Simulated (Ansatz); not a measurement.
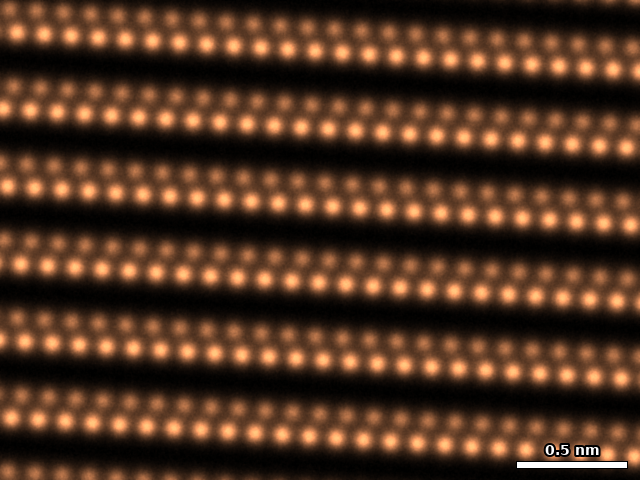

Integrated-DPC-like image of a crystal. Simulated as the projected potential of neutral atoms (B = 0.5 Å²) blurred by a 0.50 Å probe, the thin-sample limit of integrated differential phase contrast. Shot noise was added.

Q: Measure the repeat of the pattern.

A: The pattern repeats on a rectangular net of 1.3 × 7.1 Å.

Q: Which plane group does this projection have?

A: pg: parallel glide lines, no mirror and no rotation.

Q: How many columns does the smallest repeating cell hold, and how many levels of brightness?

A: 4 columns in the primitive cell of 8.9 Å², with 2 levels of brightness (about 100, 60 % of the brightest, counted from the darkest point).

The crystal is PtSe (P6_3mc, No. 186) seen along [310]. Structure: coordinates from a relaxation with DFT PBE, scalar-relativistic, plane waves, PAW (Ansatz); the starting structure was generated, so it need not be a known form of this composition.
